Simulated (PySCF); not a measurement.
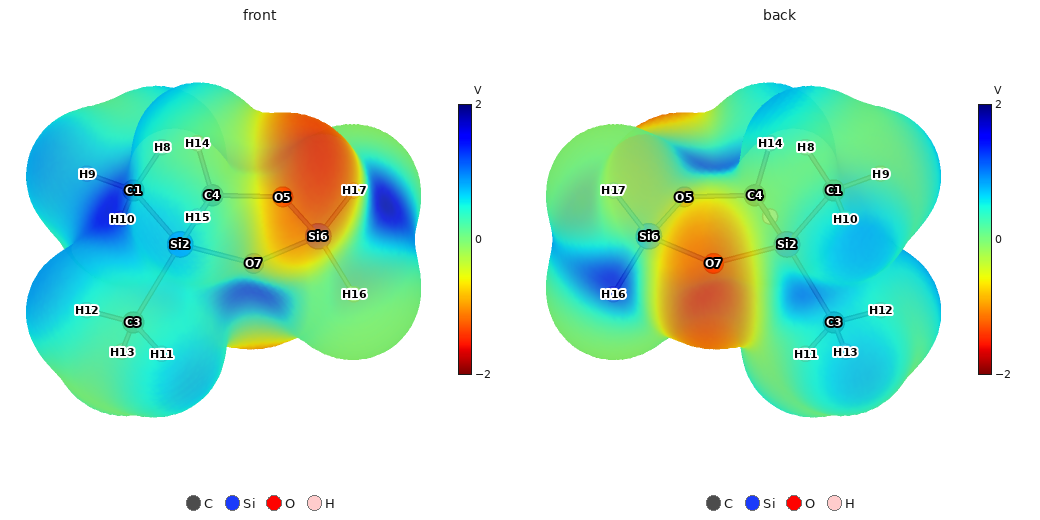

*C3H10O2Si2. The molecular electrostatic potential painted on the density surface at 0.002 e/bohr³, seen from the front and from behind; the colour scale runs from red (negative) to blue (positive).*

Geometry: GFN2-xTB.

These are results of PySCF, PBE0/pcSseg-1, SCF density, gas phase, non-relativistic, not measurements.

```xyz
17

C    -0.5073    1.3897    1.5622
Si   -0.3585    0.1866    0.1044
C    -2.0362   -0.3096   -0.6262
C     0.7710   -1.3313    0.4946
O     1.9001   -1.2436   -0.3601
Si    1.9949    0.0043   -1.3956
O     0.6045    0.8181   -1.0583
H     0.4626    1.6968    1.9415
H    -1.0625    0.9394    2.3785
H    -1.0403    2.2845    1.2571
H    -1.9321   -0.9645   -1.4861
H    -2.6442   -0.8184    0.1146
H    -2.5807    0.5725   -0.9477
H     1.1370   -1.3489    1.5247
H     0.2876   -2.2937    0.3064
H     1.8988   -0.4533   -2.7710
H     3.0982    0.8833   -1.0490
```

Question: Where is the surface potential most negative and most positive?

Answer: The most negative region (about −1.5 V) lies over O5, the most positive (about +1.5 V) over Si2 and Si6. O5 is the likeliest acceptor of a hydrogen bond.

Question: What dipole moment does the calculation give?

Answer: Its dipole moment is 1.67 D.
